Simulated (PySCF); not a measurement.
The calculation's input:

```
{"job": {"kind": "nmr", "xc": "PBE0", "basis": "pcSseg-1"}, "charge": 0, "multiplicity": 1}
C     -2.534063    -1.236984     0.262248
O     -1.118593    -1.295239     0.377958
C     -0.476950    -0.136540     0.056093
F     -0.619522     0.120885    -1.308016
C      1.012886    -0.284957     0.382150
O      1.682408     0.961315     0.450825
C      2.081550     1.481224    -0.737700
F      3.160969     0.810359    -1.223311
F      2.486173     2.736830    -0.519328
H     -2.896502    -2.214418     0.568966
H     -2.941627    -0.462160     0.919337
H     -2.834118    -1.035765    -0.769096
H     -0.906864     0.752652     0.552012
H      1.098218    -0.725212     1.376219
H      1.479988    -0.950607    -0.350364
H      1.318448     1.487560    -1.536067
```

Command:

```sh
OMP_NUM_THREADS=1 python probes_run.py task.json out
```

Geometry: GFN2-xTB.

Method: PBE0/pcSseg-1, SCF density, gas phase, non-relativistic in PySCF 2.14.0.

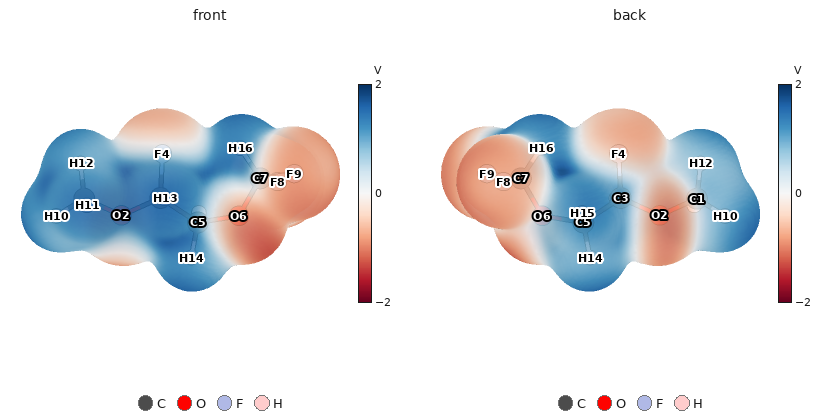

C$_{4}$H$_{7}$F$_{3}$O$_{2}$ (SMILES CO[C@H](F)COC(F)F). The molecular electrostatic potential painted on the density surface at 0.004 e/bohr³, seen from the front and from behind; the colour scale runs from red (negative) to blue (positive).

**Where is the surface potential most negative and most positive?**

The most negative region (about −1.2 V, or −28 kcal/mol for a unit charge) lies over O6, the most positive (about +1.6 V, or +37 kcal/mol for a unit charge) over the C and H atoms. O6 is the likeliest acceptor of a hydrogen bond.

**What dipole moment does the calculation give?**

Its dipole moment is 3.84 D.
